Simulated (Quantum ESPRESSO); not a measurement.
# Aluminum (Fm-3m): from the cell to the phonon bands, part 2 of 3

How does Aluminum (Fm-3m) vibrate, and is this structure a minimum?

Quantum ESPRESSO 7.5; DFT LDA, scalar-relativistic, plane waves, PseudoDojo norm-conserving pseudopotentials.

So far. Step 2 (A probe with smearing): No gap opens on this mesh, so smearing is kept; the start stands at -4.0 GPa. Step 4 (Self-consistent run for the response): The cell stands at -0.005 GPa, close enough for phonons. The relaxed cell has a = 3.978 Å (conventional setting).

### 5. Linear response on the mesh

Linear response treats each wavevector in the unit cell, with no supercell; the 4×4×4 mesh fixes the range of the force constants to be had.

The input, ph.in:

```
phonons
&INPUTPH
  prefix       = 'x'
  outdir       = './tmp'
  fildyn       = 'x.dyn'
  tr2_ph       = 1.0d-18
  alpha_mix(1) = 0.4
  nmix_ph      = 8
  ldisp        = .true.
  nq1          = 4
  nq2          = 4
  nq3          = 4
/
```

The run is started by

```console
> OMP_NUM_THREADS=1 mpirun -n 4 ph.x -nk 4 -in ph.in > ph.out
```

Numbers of over 12 decimals in the logs are rounded to 6 here.

What it wrote:

```text
[banners, grids, parts of the stress and lines that vanish by symmetry left out]
[banner, memory and clock lines left out]
Program PHONON v.7.5

     ./tmp/x.save/

     IMPORTANT: XC functional enforced from input :
     Exchange-correlation= PW
                           (   1   4   0   0   0   0   0)
     Any further DFT definition will be discarded
     Please, verify this is what you really want

     G-vector sticks info

     Reading collected, re-writing distributed wavefunctions in ./tmp/

     Dynamical matrices for ( 4, 4, 4)  uniform grid of q-points
     (   8 q-points):
       N         xq(1)         xq(2)         xq(3)
       1   0.000000000   0.000000000   0.000000000
       2  -0.250000000   0.250000000  -0.250000000
       3   0.500000000  -0.500000000   0.500000000
       4   0.000000000   0.500000000   0.000000000
[...]
Number and degeneracy of irreps per q-point
       N         xq(1)         xq(2)         xq(3)   N irreps
       1   0.000000000   0.000000000   0.000000000       1
        3
       2  -0.250000000   0.250000000  -0.250000000       2
        1   2
       3   0.500000000  -0.500000000   0.500000000       2
        1   2
       4   0.000000000   0.500000000   0.000000000       2
        1   2
       5   0.750000000  -0.250000000   0.750000000       3
     No degeneracy
       6   0.500000000   0.000000000   0.500000000       3
     No degeneracy
       7   0.000000000  -1.000000000   0.000000000       2
        1   2
       8  -0.500000000  -1.000000000   0.000000000       2
        1   2

     Calculation of q =    0.0000000   0.0000000   0.0000000

     phonons

     bravais-lattice index     =            2
     lattice parameter (alat)  =       7.5182  a.u.
     unit-cell volume          =     106.2375 (a.u.)^3
     number of atoms/cell      =            1
     number of atomic types    =            1
     kinetic-energy cut-off    =      48.0000  Ry
     charge density cut-off    =     192.0000  Ry
     convergence threshold     =      1.0E-18
     beta                      =       0.4000
     number of iterations used =            8
     Exchange-correlation= PW
                           (   1   4   0   0   0   0   0)

     celldm(1)=    7.51818  celldm(2)=    0.00000  celldm(3)=    0.00000
     celldm(4)=    0.00000  celldm(5)=    0.00000  celldm(6)=    0.00000

     crystal axes: (cart. coord. in units of alat)
               a(1) = ( -0.5000  0.0000  0.5000 )
               a(2) = (  0.0000  0.5000  0.5000 )
               a(3) = ( -0.5000  0.5000  0.0000 )

     reciprocal axes: (cart. coord. in units 2 pi/alat)
               b(1) = ( -1.0000 -1.0000  1.0000 )
               b(2) = (  1.0000  1.0000  1.0000 )
               b(3) = ( -1.0000  1.0000 -1.0000 )

     Atoms inside the unit cell:

     Cartesian axes

     site n.  atom      mass           positions (alat units)
        1  Al     26.9815   tau(    1) = (    0.00000    0.00000    0.00000  )

     Computing dynamical matrix for
                    q = (   0.0000000   0.0000000   0.0000000 )

     49 Sym.Ops. (with q -> -q+G )

     G cutoff =  274.8950  (   4693 G-vectors)     FFT grid: ( 24, 24, 24)

     number of k points=   145  Marzari-Vanderbilt smearing, width (Ry)=  0.0200

     PseudoPot. # 1 for Al read from file:
     ./pseudo/Al.upf
     Pseudo is Norm-conserving + core correction, Zval =  3.0

     Mode symmetry, O_h (m-3m)  point group:

     Atomic displacements:
     There are    1 irreducible representations

     Representation     1      3 modes -  To be done

     Alpha used in Ewald sum =   2.2000

     Representation #   1 modes #   1   2   3

     Self-consistent Calculation
      iter #   1   av.it.:   4.5
      thresh= 1.000E-02 alpha_mix =  0.400 |ddv_scf|^2 =  2.429E-08
      iter #   2   av.it.:   7.6
      thresh= 1.559E-05 alpha_mix =  0.400 |ddv_scf|^2 =  6.977E-09
      iter #   3   av.it.:   7.9
      thresh= 8.353E-06 alpha_mix =  0.400 |ddv_scf|^2 =  3.473E-11
      iter #   4   av.it.:   7.9
      thresh= 5.893E-07 alpha_mix =  0.400 |ddv_scf|^2 =  1.715E-13
[...]
End of self-consistent calculation

     Convergence has been achieved

     Number of q in the star =    1
     List of q in the star:
[...]
Diagonalizing the dynamical matrix

     q = (    0.000000000   0.000000000   0.000000000 )

 **************************************************************************
     freq (    1) =      -0.004775 [THz] =      -0.159283 [cm-1]
     freq (    2) =      -0.004775 [THz] =      -0.159283 [cm-1]
     freq (    3) =      -0.004775 [THz] =      -0.159283 [cm-1]
 **************************************************************************

     Mode symmetry, O_h (m-3m)  point group:

     freq (   1-   3) =         -0.2  [cm-1]   --> T_1u G_15  G_4- I

     Calculation of q =   -0.2500000   0.2500000  -0.2500000
     [... set-up and bands at k+q left out ...]

     Mode symmetry, C_3v (3m)   point group:

     Atomic displacements:
     There are    2 irreducible representations

     Representation     1      1 modes -  To be done

     Representation     2      2 modes -  To be done

     Message from routine init_vloc:
     Interpolation table for Vloc re-allocated

     Alpha used in Ewald sum =   2.2000

     Representation #   1 mode #   1

     Self-consistent Calculation

[...]
[... iterations left out ...]
[...]
End of self-consistent calculation

     Convergence has been achieved

     Representation #   2 modes #   2   3

     Self-consistent Calculation

[...]
[... iterations left out ...]
[...]
End of self-consistent calculation

     Convergence has been achieved

     Number of q in the star =    8
     List of q in the star:
[...]
Diagonalizing the dynamical matrix

     q = (   -0.250000000   0.250000000  -0.250000000 )

 **************************************************************************
     freq (    1) =       3.458959 [THz] =     115.378440 [cm-1]
     freq (    2) =       3.458959 [THz] =     115.378440 [cm-1]
     freq (    3) =       7.093150 [THz] =     236.602004 [cm-1]
 **************************************************************************

     Mode symmetry, C_3v (3m)   point group:

     freq (   1-   2) =        115.4  [cm-1]   --> E    L_3
     freq (   3-   3) =        236.6  [cm-1]   --> A_1  L_1

     Calculation of q =    0.5000000  -0.5000000   0.5000000
     [... set-up and bands at k+q left out ...]

     Mode symmetry, D_3d (-3m)  point group:

     Atomic displacements:
     There are    2 irreducible representations

     Representation     1      1 modes -  To be done

[...]
Alpha used in Ewald sum =   2.2000

     Representation #   1 mode #   1

     Self-consistent Calculation

[...]
[... iterations left out ...]
[...]
End of self-consistent calculation

     Convergence has been achieved

     Representation #   2 modes #   2   3

[...]
[... iterations left out ...]
[...]
Convergence has been achieved

     Number of q in the star =    4
     List of q in the star:
[...]
Diagonalizing the dynamical matrix

     q = (    0.500000000  -0.500000000   0.500000000 )

[...]
freq (    1) =       4.342514 [THz] =     144.850669 [cm-1]
     freq (    2) =       4.342514 [THz] =     144.850669 [cm-1]
     freq (    3) =       9.865756 [THz] =     329.086185 [cm-1]
[...]
Mode symmetry, D_3d (-3m)  point group:

     freq (   1-   2) =        144.9  [cm-1]   --> E_u  L_3'
     freq (   3-   3) =        329.1  [cm-1]   --> A_2u L_2'

     Calculation of q =    0.0000000   0.5000000   0.0000000
     [... set-up and bands at k+q left out ...]

     Mode symmetry, C_4v (4mm)  point group:

     Atomic displacements:
     There are    2 irreducible representations

[...]
Alpha used in Ewald sum =   2.2000

     Representation #   1 mode #   1

[...]
Convergence has been achieved

     Representation #   2 modes #   2   3

[...]
Convergence has been achieved

     Number of q in the star =    6
     List of q in the star:
[...]
Diagonalizing the dynamical matrix

     q = (    0.000000000   0.500000000   0.000000000 )

[...]
freq (    1) =       4.307348 [THz] =     143.677670 [cm-1]
     freq (    2) =       4.307348 [THz] =     143.677670 [cm-1]
     freq (    3) =       7.464329 [THz] =     248.983214 [cm-1]
[...]
Mode symmetry, C_4v (4mm)  point group:

     freq (   1-   2) =        143.7  [cm-1]   --> E    G_5 D_5
     freq (   3-   3) =        249.0  [cm-1]   --> A_1  G_1 D_1

     Calculation of q =    0.7500000  -0.2500000   0.7500000
     [... set-up and bands at k+q left out ...]

     Mode symmetry, C_s (m)     point group:

     Atomic displacements:
     There are    3 irreducible representations

[...]
Alpha used in Ewald sum =   2.2000

     Representation #   1 mode #   1

[...]
Convergence has been achieved

[...]
Convergence has been achieved

[...]
Convergence has been achieved

     Number of q in the star =   24
     List of q in the star:
[...]
Diagonalizing the dynamical matrix

     q = (    0.750000000  -0.250000000   0.750000000 )

[...]
freq (    1) =       5.343553 [THz] =     178.241741 [cm-1]
     freq (    2) =       6.810626 [THz] =     227.178024 [cm-1]
     freq (    3) =       9.065795 [THz] =     302.402360 [cm-1]
[...]
Mode symmetry, C_s (m)     point group:

     freq (   1-   1) =        178.2  [cm-1]   --> A''
     freq (   2-   2) =        227.2  [cm-1]   --> A'
     freq (   3-   3) =        302.4  [cm-1]   --> A'

     Calculation of q =    0.5000000   0.0000000   0.5000000
     [... set-up and bands at k+q left out ...]

     Mode symmetry, C_2v (mm2)  point group:

     Atomic displacements:
     There are    3 irreducible representations

[...]
Alpha used in Ewald sum =   2.2000

[...]
Convergence has been achieved

[...]
Convergence has been achieved

[...]
Convergence has been achieved

     Number of q in the star =   12
     List of q in the star:
[...]
Diagonalizing the dynamical matrix

     q = (    0.500000000   0.000000000   0.500000000 )

[...]
freq (    1) =       4.804702 [THz] =     160.267609 [cm-1]
     freq (    2) =       6.669019 [THz] =     222.454528 [cm-1]
     freq (    3) =       8.495454 [THz] =     283.377850 [cm-1]
[...]
Mode symmetry, C_2v (mm2)  point group:

     freq (   1-   1) =        160.3  [cm-1]   --> B_1  D_3  S_3
     freq (   2-   2) =        222.5  [cm-1]   --> B_2  D_4  S_4
     freq (   3-   3) =        283.4  [cm-1]   --> A_1  D_1  S_1

     Calculation of q =    0.0000000  -1.0000000   0.0000000
     [... set-up and bands at k+q left out ...]

     Mode symmetry, D_4h(4/mmm) point group:

     Atomic displacements:
     There are    2 irreducible representations

[...]
Alpha used in Ewald sum =   2.2000

     Representation #   1 mode #   1

[...]
Convergence has been achieved

     Representation #   2 modes #   2   3

[...]
Convergence has been achieved

     Number of q in the star =    3
     List of q in the star:
[...]
Diagonalizing the dynamical matrix

     q = (    0.000000000  -1.000000000   0.000000000 )

[...]
freq (    1) =       6.068984 [THz] =     202.439509 [cm-1]
     freq (    2) =       6.068984 [THz] =     202.439509 [cm-1]
     freq (    3) =       9.796045 [THz] =     326.760888 [cm-1]
[...]
Mode symmetry, D_4h(4/mmm) point group:

     freq (   1-   2) =        202.4  [cm-1]   --> E_u  X_5' M_5'
     freq (   3-   3) =        326.8  [cm-1]   --> A_2u X_4' M_4'

     Calculation of q =   -0.5000000  -1.0000000   0.0000000
     [... set-up and bands at k+q left out ...]

     Mode symmetry, D_2d (-42m) point group:

     Atomic displacements:
     There are    2 irreducible representations

     Representation     1      1 modes -  To be done

     Representation     2      2 modes -  To be done

     Alpha used in Ewald sum =   2.2000

     Representation #   1 mode #   1

     Self-consistent Calculation

[...]
[... iterations left out ...]
[...]
End of self-consistent calculation

     Convergence has been achieved

     Representation #   2 modes #   2   3

     Self-consistent Calculation

      iter #   1   av.it.:   4.8
      thresh= 1.000E-02 alpha_mix =  0.400 |ddv_scf|^2 =  8.184E-07

      [... iterations left out ...]
      iter #   8   av.it.:   7.5
      thresh= 4.461E-10 alpha_mix =  0.400 |ddv_scf|^2 =  1.681E-19

     End of self-consistent calculation

     Convergence has been achieved

     Number of q in the star =    6
     List of q in the star:
[...]
5  -1.000000000  -0.500000000   0.000000000
          6   0.000000000  -0.500000000  -1.000000000

     Diagonalizing the dynamical matrix

     q = (   -0.500000000  -1.000000000   0.000000000 )

 **************************************************************************
     freq (    1) =       6.716686 [THz] =     224.044535 [cm-1]
     freq (    2) =       8.306127 [THz] =     277.062567 [cm-1]
     freq (    3) =       8.306127 [THz] =     277.062567 [cm-1]
 **************************************************************************

     Mode symmetry, D_2d (-42m) point group:

     freq (   1-   1) =        224.0  [cm-1]   --> B_2  X_3  W_2
     freq (   2-   3) =        277.1  [cm-1]   --> E    X_5  W_3


[key lines of the parts left out:]
the Fermi energy is     8.2394 ev
```

It took 5.9 min on 4 MPI ranks of Arm Neoverse V1, shared host; 24 min of CPU time.

This step gave:

| Property | Result |
| --- | --- |
| largest acoustic frequency at the zone centre before the sum rule | -0.16 cm⁻¹ |
| lowest mode on the q mesh (acoustic ones at the zone centre apart) | 115.4 cm⁻¹ |

Frequencies (cm⁻¹) at each irreducible wavevector; negative means imaginary. Frequencies by wavevector:

| q (fractions) | star | mode 1 | mode 2 | mode 3 |
| --- | --- | --- | --- | --- |
| 0 0 0 | 1 | -0.16 | -0.16 | -0.16 |
| 0 0 0.25 | 8 | 115.4 | 115.4 | 236.6 |
| 0 0 -0.5 | 4 | 144.8 | 144.8 | 329.1 |
| 0 0.25 0.25 | 6 | 143.7 | 143.7 | 249 |
| 0 0.25 -0.5 | 24 | 178.2 | 227.2 | 302.4 |
| 0 0.25 -0.25 | 12 | 160.3 | 222.4 | 283.4 |
| 0 -0.5 -0.5 | 3 | 202.4 | 202.4 | 326.8 |
| 0.25 -0.5 -0.25 | 6 | 224 | 277.1 | 277.1 |

The acoustic modes at Γ come out as far as 0.2 cm⁻¹ from zero, where they should vanish, a small numerical error.

### 6. Fourier transform to real space

The dynamical matrices of the mesh are Fourier-transformed to force constants in real space.

The input, q2r.in:

```
&INPUT
  fildyn = 'x.dyn'
  zasr   = 'crystal'
  flfrc  = 'x.fc'
/
```

The run is started by

```console
> q2r.x < q2r.in > q2r.out
```

What it wrote:

```text
[banners, grids, parts of the stress and lines that vanish by symmetry left out]
[banner, memory and clock lines left out]
Program Q2R v.7.5

  reading grid info from file x.dyn0

  reading force constants from file x.dyn1
  Dielectric Tensor not found
  nqs=            1
 q=   0.00000000  0.00000000  0.00000000
  reading force constants from file x.dyn2
  nqs=            8
 q=  -0.25000000  0.25000000 -0.25000000
[...]
reading force constants from file x.dyn7
  nqs=            3
[...]
reading force constants from file x.dyn8
  nqs=            6
[...]
q=  -1.00000000 -0.50000000  0.00000000
 q=   0.00000000 -0.50000000 -1.00000000

      q-space grid ok, #points =   64

      fft-check success (sum of imaginary terms < 10^-12)
```

Wall time 0.46 s (1 thread).

### 7. Dispersion

From the force constants any wavevector is cheap; points of the mesh come back as solved, but for the sum rule and, in polar crystals, the LO-TO term at Γ; the rest is interpolation.

The input, matdyn.in:

```
&INPUT
  asr              = 'crystal'
  flfrc            = 'x.fc'
  flfrq            = 'x.freq'
  flvec            = 'x.modes'
  q_in_band_form   = .true.
  q_in_cryst_coord = .true.
/
8
  0.0000000   0.0000000   0.0000000  12  ! GAMMA
 -0.0000000   0.5000000   0.5000000  12  ! X
 -0.0000000   0.6250000   0.3750000   1  ! U
 -0.3750000   0.3750000  -0.0000000  12  ! K
  0.0000000   0.0000000   0.0000000  12  ! GAMMA
 -0.0000000   0.5000000  -0.0000000  12  ! L
 -0.2500000   0.5000000   0.2500000  12  ! W
 -0.0000000   0.5000000   0.5000000   1  ! X
```

The run is started by

```console
> matdyn.x -in matdyn.in > matdyn.out
```

What it wrote:

```text
[banner, memory and clock lines left out]
Program MATDYN v.7.5

 mass for atomic type   1 not given; uses mass from file x.fc
 Norm of the difference between old and new effective charges:    0.000000

 Norm of the difference between old and new force-constants:   1.08254e-08

     Message from routine matdyn:
     Z* not found in file x.fc, TO-LO splitting at q=0 will be absent!
     Message from routine matdyn:
     Z* not found in file x.fc, TO-LO splitting at q=0 will be absent!

Note: The following floating-point exceptions are signalling: IEEE_UNDERFLOW_FLAG
```

It took 0.46 s on 1 thread.

This step gave:

- lowest frequency on the path: 0 cm⁻¹
- mean frequency: 216 cm⁻¹
- Debye temperature (second moment): 418 K
- logarithmic mean frequency: 205.6 cm⁻¹

Matdyn.x, sum rule crystal. Phonon branches along the path, in cm⁻¹:

| point | branch 1 | branch 2 | branch 3 |
| --- | --- | --- | --- |
| Γ | 0 | 0 | 0 |
| X | 202 | 202 | 327 |
| U | 192 | 266 | 296 |
| jump to K | 192 | 266 | 296 |
| Γ | 0 | 0 | 0 |
| L | 145 | 145 | 329 |
| W | 224 | 277 | 277 |
| X | 202 | 202 | 327 |

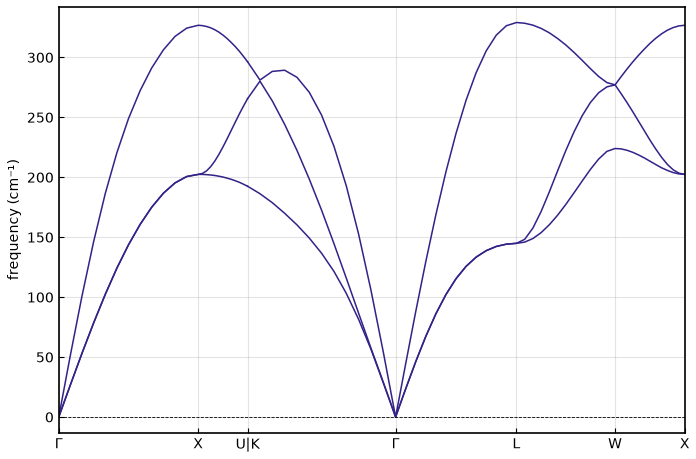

Phonon branches along the path.

Lowest modes at the softest wavevector of the mesh; phase exp(i q.(R + tau)). Modes at q = (0.000, 0.000, 0.250):

| mode | frequency (cm⁻¹) |
| --- | --- |
| 1 | 115.4 |
| 2 | 115.4 |
| 3 | 236.6 |

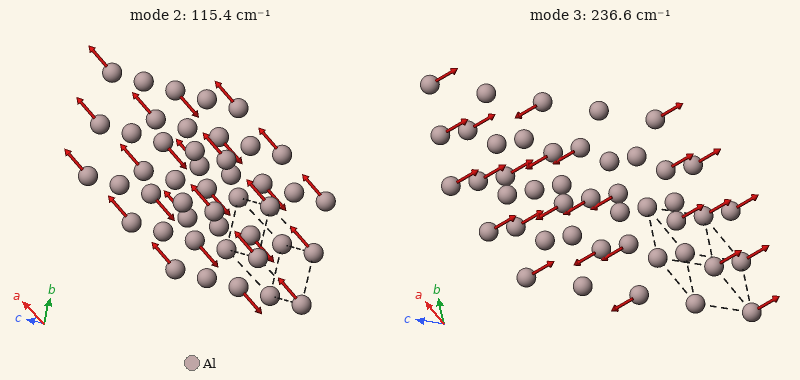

Displacement patterns of modes 2 and 3 at q = (0.000, 0.000, 0.250); arrows are exaggerated. 2×2×4 cells are drawn. The axes are those of the cell as run, not the conventional ones. Some periodic images of atoms are drawn too.

Force constants by pair (phonopy on the run's constants); pairs near half the supercell's span include their periodic images. Pair force constants, by row:

| atom | neighbour | distance (Å) | third of the trace (eV/Å²) | along the pair's line (eV/Å²) |
| --- | --- | --- | --- | --- |
| Al1 | itself | 0 | 5.029 | – |
| Al1 | Al | 2.813 | -0.392 | -1.359 |
| Al1 | Al | 3.978 | -0.0221 | -0.1122 |
| Al1 | Al | 4.873 | 0.0063 | 0.028 |
| Al1 | Al | 5.626 | -0.0355 | -0.1039 |
| Al1 | Al | 6.29 | -0.0107 | -0.0312 |
| Al1 | Al | 6.891 | -0.0058 | -0.0058 |

(Continued in part 3 of 3.)

[Host names and launcher messages were left out of these logs when they were recorded.]

[Logs are printed without paths, hosts, clocks, repeated set-up lines and the standing remarks that a program may print on its own settings, such as how far it seeks lower states.]

[Hosts, paths, dates, database ids (printed as entryN), source tags and the programs' standing remarks are cut or masked in the printed files.]
